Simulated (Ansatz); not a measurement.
Geometry relaxation of CH₆BFSi₂ (part 2 of 2)

CH₆BFSi₂, SMILES C[Si]1(F)B[SiH2]1; RKS PBE-D4/def2-SVP (Ansatz 0.2.0). The geometry: force-field start.

Geometry of the input (Å):
```
C  -0.5252  -1.7356  0.1565
Si 0.4953  -0.2003  0.4656
F  1.7404  -0.3308  1.5485
B  -0.4370  1.5472  0.5942
Si 0.6632  1.2073  -1.0385
H  0.0457  -2.4868  -0.2894
H  -0.9946  -2.0329  1.1032
H  -1.3428  -1.4056  -0.5737
H  -1.2497  2.2540  1.2335
H  1.8383  2.0995  -0.9731
H  -0.1682  1.0271  -2.2062
```

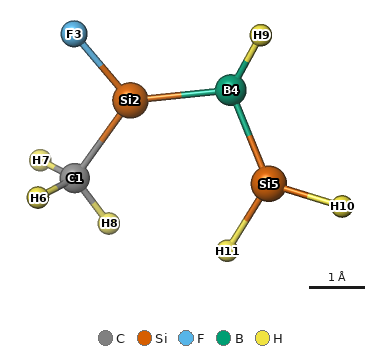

Figure 1. The geometry at step 14 of the log (ball-and-stick view, seen at a tilt; atoms are numbered from 1 in the order of the input).

**Trajectory as extended XYZ, continued**
```
11
Properties=species:S:1:pos:R:3:forces:R:3 step=6 energy=-20260.97785
C    -0.5281   -1.7649    0.0940    0.2897   0.0414  -0.1116
Si    0.3158   -0.1904    0.7170   -0.1857  -0.2489   0.6541
F     1.4589   -0.6410    1.8388   -0.3519   0.0943  -0.2768
B    -0.5597    1.5413    0.6690    0.3456   0.4068   0.1313
Si    0.4996    1.4628   -1.0296   -0.3163   0.2224  -0.6141
H     0.1815   -2.5228   -0.3014   -0.0448   0.1130   0.0305
H    -1.0333   -2.1978    0.9844   -0.0052   0.0140  -0.0216
H    -1.3023   -1.5451   -0.6662    0.0288   0.0379  -0.0063
H    -0.5918    2.5508    1.4176    0.2358  -0.7323  -0.5218
H     1.4867    2.5695   -1.3743   -0.2136  -0.1611  -0.0103
H     0.1382    0.6808   -2.3287    0.2177   0.2124   0.7465
11
Properties=species:S:1:pos:R:3:forces:R:3 step=7 energy=-20261.18072
C    -0.5127   -1.7586    0.0585    0.2070   0.2089   0.1086
Si    0.2403   -0.1762    0.7776   -0.1877  -0.5295   0.3999
F     1.3663   -0.6533    1.8964   -0.2708   0.1078  -0.1725
B    -0.5379    1.5572    0.6595    0.2242   0.5272   0.4112
Si    0.4243    1.5162   -1.0153   -0.0536   0.0399  -0.8434
H     0.2289   -2.4881   -0.3231    0.0049   0.0631   0.0022
H    -1.0357   -2.2190    0.9266    0.0035  -0.0378  -0.0744
H    -1.2720   -1.5362   -0.7154    0.0459   0.0296  -0.0198
H    -0.3971    2.5438    1.4111    0.0745  -0.6080  -0.4194
H     1.3846    2.6112   -1.4513   -0.2058  -0.1466  -0.0187
H     0.1764    0.5461   -2.2041    0.1579   0.3454   0.6263
11
Properties=species:S:1:pos:R:3:forces:R:3 step=8 energy=-20261.31132
C    -0.4890   -1.7365    0.0340    0.0855   0.2295   0.1290
Si    0.1616   -0.1781    0.8615    0.0021  -0.3721   0.3332
F     1.2202   -0.6564    2.0330   -0.0968  -0.0193  -0.0616
B    -0.4615    1.5898    0.6840    0.1749   0.2899   0.0073
Si    0.3819    1.4823   -1.0487   -0.1636   0.2674  -0.2293
H     0.3115   -2.3976   -0.3512   -0.0411   0.0000  -0.0068
H    -1.0448   -2.2715    0.8361   -0.0012  -0.0659  -0.1343
H    -1.1977   -1.4558   -0.7696    0.0262  -0.1159  -0.0031
H    -0.2162    2.5215    1.4558    0.0018  -0.3212  -0.3820
H     1.2506    2.6115   -1.5668   -0.0758  -0.1879  -0.0690
H     0.1488    0.4339   -2.1477    0.0880   0.2955   0.4166
11
Properties=species:S:1:pos:R:3:forces:R:3 step=9 energy=-20261.36831
C    -0.4690   -1.7530    0.0282   -0.1145   0.0101   0.2899
Si    0.0752   -0.2210    0.9782   -0.1672   0.7765  -0.3423
F     1.0972   -0.7149    2.1687   -0.1295  -0.0126   0.0061
B    -0.3850    1.6345    0.6719    0.2572  -0.4736   0.9133
Si    0.2934    1.5783   -1.0604    0.3032  -0.2217  -0.8587
H     0.3851   -2.3512   -0.3555   -0.0953   0.0441   0.0774
H    -1.0615   -2.3823    0.7426    0.1854   0.0937  -0.2743
H    -1.1316   -1.4528   -0.8105    0.0695  -0.0618   0.0725
H    -0.0318    2.5556    1.4050   -0.1489  -0.3112  -0.1327
H     1.1833    2.6273   -1.7053   -0.1784  -0.0953   0.0596
H     0.1101    0.4225   -2.0423    0.0185   0.2518   0.1892
11
Properties=species:S:1:pos:R:3:forces:R:3 step=10 energy=-20261.42604
C    -0.4438   -1.7276    0.0262   -0.1665  -0.0990   0.1715
Si    0.0668   -0.2049    1.0071    0.1384  -0.5858   0.1093
F     0.9528   -0.7339    2.2974   -0.1763   0.0275  -0.2076
B    -0.2925    1.5924    0.7097    0.1958   0.6859  -0.1264
Si    0.2545    1.5879   -1.1076    0.0700  -0.1382   0.0208
H     0.4338   -2.3220   -0.3117   -0.1240   0.0492   0.0762
H    -1.0820   -2.3788    0.6814    0.2516   0.1854  -0.2287
H    -1.0479   -1.4246   -0.8573    0.1048  -0.0601   0.1324
H     0.0785    2.4972    1.4434   -0.1321  -0.1614  -0.1201
H     1.0907    2.6393   -1.8142   -0.1587  -0.0671   0.0943
H     0.0543    0.4182   -2.0538   -0.0030   0.1636   0.0783
11
Properties=species:S:1:pos:R:3:forces:R:3 step=11 energy=-20261.43318
C    -0.4191   -1.7180    0.0243   -0.1029  -0.1085  -0.3425
Si    0.0501   -0.2073    1.0106    0.1705  -0.1896   0.3698
F     0.7813   -0.8059    2.3556   -0.0003  -0.0291   0.0916
B    -0.0989    1.6361    0.7069   -0.2246   0.0294   0.0392
Si    0.3051    1.5624   -1.1212   -0.0935   0.3247  -0.1118
H     0.4694   -2.3284   -0.2450   -0.0264   0.0666   0.0543
H    -1.1027   -2.3705    0.6075    0.0197   0.0778   0.0621
H    -0.9361   -1.4123   -0.9078    0.0076  -0.1019   0.0419
H     0.1261    2.5225    1.5007    0.1103  -0.0285  -0.0677
H     0.9263    2.6830   -1.9185    0.0302  -0.1193  -0.0975
H    -0.0360    0.3813   -1.9925    0.1095   0.0783  -0.0392
11
Properties=species:S:1:pos:R:3:forces:R:3 step=13 energy=-20261.47975
C    -0.3961   -1.7578    0.0434    0.0126   0.1128  -0.0211
Si    0.0605   -0.2553    1.0664    0.0804  -0.0883   0.0706
F     0.5995   -0.8628    2.4976   -0.0477   0.0295  -0.0324
B     0.0262    1.5845    0.6870    0.0019  -0.0165  -0.0309
Si    0.2469    1.6525   -1.1753   -0.0522   0.0441   0.0122
H     0.4766   -2.4272   -0.0979    0.0141   0.0138   0.0038
H    -1.1765   -2.3401    0.5768   -0.0167   0.0273  -0.0317
H    -0.7795   -1.4389   -0.9454   -0.0251  -0.0966   0.0158
H     0.3005    2.4701    1.4638    0.0173   0.0112   0.0086
H     0.7289    2.8220   -1.9958    0.0046  -0.0195   0.0150
H    -0.0217    0.4963   -2.1000    0.0108  -0.0177  -0.0099
11
Properties=species:S:1:pos:R:3:forces:R:3 step=14 energy=-20261.48274
C    -0.3635   -1.7585    0.0425   -0.0737  -0.1884  -0.0111
Si    0.0764   -0.2776    1.0816   -0.0411   0.2811   0.0831
F     0.4205   -0.8445    2.5849    0.0087  -0.0923  -0.0544
B     0.1395    1.5554    0.6724    0.0226  -0.0042   0.0470
Si    0.2175    1.6770   -1.1951    0.0339  -0.0579  -0.0532
H     0.4992   -2.4453   -0.0731    0.0261  -0.0064  -0.0038
H    -1.1681   -2.3294    0.5514   -0.0020  -0.0123   0.0154
H    -0.7268   -1.4595   -0.9584    0.0403   0.0261  -0.0207
H     0.4060    2.4346    1.4613    0.0076  -0.0023  -0.0211
H     0.6274    2.8677   -2.0204   -0.0326   0.0184  -0.0074
H    -0.0627    0.5234   -2.1266    0.0104   0.0382   0.0261
11
Properties=species:S:1:pos:R:3:forces:R:3 step=15 energy=-20261.48740
C    -0.3682   -1.7621    0.0443   -0.0532  -0.0826  -0.0352
Si    0.0595   -0.2726    1.0879    0.0899   0.0816   0.1254
F     0.4242   -0.8671    2.5809   -0.0560   0.0190  -0.1495
B     0.1536    1.5601    0.6755    0.0121  -0.0352  -0.0392
Si    0.2128    1.6807   -1.1972    0.0231  -0.0015   0.0227
H     0.4979   -2.4529   -0.0376   -0.0300   0.0351   0.0119
H    -1.1921   -2.3237    0.5352    0.0282   0.0110  -0.0294
H    -0.6929   -1.4631   -0.9725    0.0303  -0.0243   0.0567
H     0.4283    2.4409    1.4586   -0.0099   0.0098  -0.0035
H     0.5923    2.8802   -2.0298   -0.0213  -0.0260   0.0323
H    -0.0499    0.5228   -2.1248   -0.0132   0.0132   0.0077
11
Properties=species:S:1:pos:R:3:forces:R:3 step=16 energy=-20261.48938
C    -0.3608   -1.7675    0.0459   -0.0398  -0.0508  -0.0553
Si    0.0676   -0.2745    1.0887    0.0452   0.0202   0.1557
F     0.3789   -0.8722    2.5936   -0.0417   0.0436  -0.1697
B     0.1901    1.5558    0.6735    0.0060  -0.0342  -0.0682
Si    0.2090    1.6862   -1.2006    0.0258   0.0217   0.0321
H     0.4989   -2.4703   -0.0069   -0.0501   0.0428   0.0111
H    -1.2062   -2.3136    0.5190    0.0533   0.0289  -0.0339
H    -0.6526   -1.4724   -0.9828    0.0331  -0.0345   0.0810
H     0.4578    2.4402    1.4553    0.0002  -0.0028  -0.0048
H     0.5533    2.8969   -2.0343   -0.0268  -0.0408   0.0421
H    -0.0705    0.5345   -2.1307   -0.0053   0.0060   0.0099
11
Properties=species:S:1:pos:R:3:forces:R:3 step=17 energy=-20261.49119
C    -0.3561   -1.7688    0.0453   -0.0072  -0.0245  -0.0456
Si    0.0744   -0.2732    1.0876    0.0006  -0.0336   0.1040
F     0.3477   -0.8797    2.5946   -0.0206   0.0491  -0.1129
B     0.2145    1.5551    0.6725    0.0170  -0.0336  -0.0687
Si    0.2125    1.6867   -1.2012   -0.0141   0.0307   0.0441
H     0.4964   -2.4824    0.0261   -0.0592   0.0382   0.0074
H    -1.2210   -2.2981    0.5021    0.0577   0.0318  -0.0273
H    -0.6145   -1.4857   -0.9951    0.0248  -0.0211   0.0721
H     0.4834    2.4414    1.4517    0.0022  -0.0060  -0.0027
H     0.5150    2.9084   -2.0328   -0.0085  -0.0331   0.0238
H    -0.0869    0.5395   -2.1302    0.0074   0.0020   0.0059
11
Properties=species:S:1:pos:R:3:forces:R:3 step=19 energy=-20261.49356
C    -0.3371   -1.7698    0.0435   -0.0210  -0.1079  -0.0298
Si    0.0789   -0.2778    1.0915    0.0210  -0.0144   0.1526
F     0.2440   -0.8738    2.6199   -0.0192   0.0617  -0.1621
B     0.2996    1.5385    0.6628    0.0083  -0.0147  -0.0361
Si    0.2007    1.6932   -1.2049   -0.0282   0.0138   0.0247
H     0.4921   -2.5098    0.0914   -0.0640   0.0489  -0.0009
H    -1.2436   -2.2664    0.4542    0.0613   0.0266  -0.0271
H    -0.5218   -1.5035   -1.0162    0.0232   0.0057   0.0633
H     0.5639    2.4255    1.4430    0.0020  -0.0087  -0.0056
H     0.4111    2.9361   -2.0315    0.0030  -0.0224   0.0124
H    -0.1225    0.5508   -2.1330    0.0135   0.0114   0.0088
11
Properties=species:S:1:pos:R:3:forces:R:3 step=20 energy=-20261.49483
C    -0.3301   -1.7717    0.0435   -0.0150  -0.0820  -0.0238
Si    0.0820   -0.2788    1.0915    0.0077  -0.0062   0.1117
F     0.2154   -0.8677    2.6233   -0.0061   0.0380  -0.0984
B     0.3260    1.5329    0.6586   -0.0007  -0.0167  -0.0111
Si    0.1888    1.6954   -1.2040   -0.0045   0.0091   0.0034
H     0.4850   -2.5241    0.1182   -0.0416   0.0425  -0.0054
H    -1.2543   -2.2527    0.4307    0.0402   0.0233  -0.0217
H    -0.4797   -1.5050   -1.0210    0.0118  -0.0061   0.0420
H     0.5896    2.4191    1.4393    0.0052  -0.0006   0.0006
H     0.3812    2.9415   -2.0282   -0.0043  -0.0068   0.0009
H    -0.1385    0.5542   -2.1311    0.0073   0.0056   0.0017
11
Properties=species:S:1:pos:R:3:forces:R:3 step=21 energy=-20261.49544
C    -0.3267   -1.7747    0.0449   -0.0160  -0.0300  -0.0201
Si    0.0807   -0.2797    1.0931    0.0269  -0.0025   0.0249
F     0.1949   -0.8617    2.6258   -0.0070   0.0087  -0.0112
B     0.3493    1.5268    0.6546   -0.0030  -0.0125  -0.0032
Si    0.1814    1.6986   -1.2039   -0.0003   0.0056  -0.0053
H     0.4760   -2.5362    0.1436   -0.0182   0.0264  -0.0031
H    -1.2665   -2.2419    0.4089    0.0227   0.0160  -0.0185
H    -0.4434   -1.5075   -1.0234    0.0003  -0.0168   0.0302
H     0.6150    2.4113    1.4360   -0.0026   0.0075   0.0065
H     0.3434    2.9501   -2.0256    0.0021   0.0016   0.0015
H    -0.1387    0.5580   -2.1333   -0.0050  -0.0041  -0.0017
11
Properties=species:S:1:pos:R:3:forces:R:3 step=22 energy=-20261.49562
C    -0.3226   -1.7765    0.0450   -0.0029   0.0016  -0.0031
Si    0.0877   -0.2819    1.0933   -0.0106   0.0108  -0.0067
F     0.1794   -0.8572    2.6290    0.0044  -0.0059   0.0125
B     0.3613    1.5232    0.6522    0.0004  -0.0066  -0.0007
Si    0.1785    1.7000   -1.2045    0.0041   0.0014  -0.0037
H     0.4710   -2.5442    0.1565    0.0033  -0.0007  -0.0024
H    -1.2713   -2.2330    0.3967    0.0016   0.0049  -0.0037
H    -0.4222   -1.5114   -1.0246   -0.0004  -0.0084   0.0033
H     0.6248    2.4077    1.4344    0.0034   0.0063   0.0043
H     0.3300    2.9544   -2.0239   -0.0034   0.0010   0.0033
H    -0.1511    0.5618   -2.1337    0.0001  -0.0044  -0.0029
```

**Key numbers**

| quantity | value |
| --- | --- |
| outcome | converged |
| total energy | −20261.4957 eV |
| mean-field energy | −20261.2185 eV |
| dispersion energy | −0.2772 eV |
| SCF solution under orbital rotations | stable |
| largest force (length of the vector) at the end | 0.017 eV/Å |
| dipole moment | 2.64 D |
| hardware | 4 threads of Intel Xeon, 163 GiB of memory available, shared host |
| wall time | 21 s (CPU time 69 s) |
| peak memory | 0.17 GiB |
